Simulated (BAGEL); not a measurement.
# triplet GaNH2ClF at ROHF/6-31G(d) (density fitting with qzvpp-jkfit, spherical functions)

Wanted: the energy of triplet GaNH2ClF. 

The results are computed with BAGEL 1.2.2.

5 further runs of the same task are left out: 2 that didn't finish, 3 set aside as unsound or not needed. Runs told in other sessions of the task aren't counted.

### Step 1. The structure to begin with

GaNH2ClF: 6 atoms, total charge 0, spin state triplet. As SMILES of the parent species, `[NH2][Ga]([F])[Cl]`. Geometry: relaxed at PBE0-D4/def2-TZVP. That shape belongs to the parent species and isn't relaxed for this state.

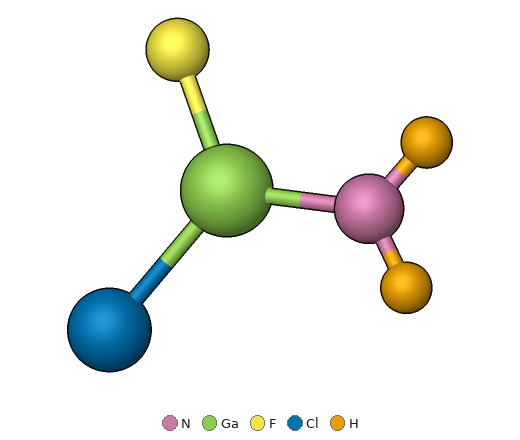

The structure, seen from a chosen angle (nitrogen pink, gallium green, fluorine yellow, chlorine blue, hydrogen amber).

### Step 2. The energy at ROHF/6-31G(d) (density fitting with qzvpp-jkfit, spherical functions)

Input file calc.json:

```json
{ "bagel": [

{
  "title": "molecule",
  "basis": "6-31gs.json",
  "df_basis": "qzvpp-jkfit",
  "angstrom": true,
  "geometry": [
    { "atom": "N", "xyz": [      -0.193400,       1.027000,      -0.045900 ] },
    { "atom": "Ga", "xyz": [       0.233000,      -0.711000,       0.012900 ] },
    { "atom": "F", "xyz": [       1.569300,      -1.221300,       1.009300 ] },
    { "atom": "Cl", "xyz": [      -0.740100,      -2.208600,      -1.123700 ] },
    { "atom": "H", "xyz": [       0.201900,       1.691500,       0.596800 ] },
    { "atom": "H", "xyz": [      -1.028600,       1.358600,      -0.495600 ] }
  ]
},

{ "title": "rohf", "nopen": 2 },

{ "title": "print", "file": "orbitals.molden", "orbitals": true }

]}
```

The basis set 6-31G* is read from a file made from the Basis Set Exchange's data (not shown).

Started as:

```bash
BAGEL_NUM_THREADS=1 BAGEL calc.json > calc.out
```

Q: Predict the results. Wanted: total energy; dipole moment; ⟨S²⟩.

**Answer.** As computed:

At ROHF/6-31G* (density fitting with qzvpp-jkfit, spherical functions):

```
     quantity           value
 total energy  -2537.43319 Eh
dipole moment          7.72 D
         ⟨S²⟩           2.000
```
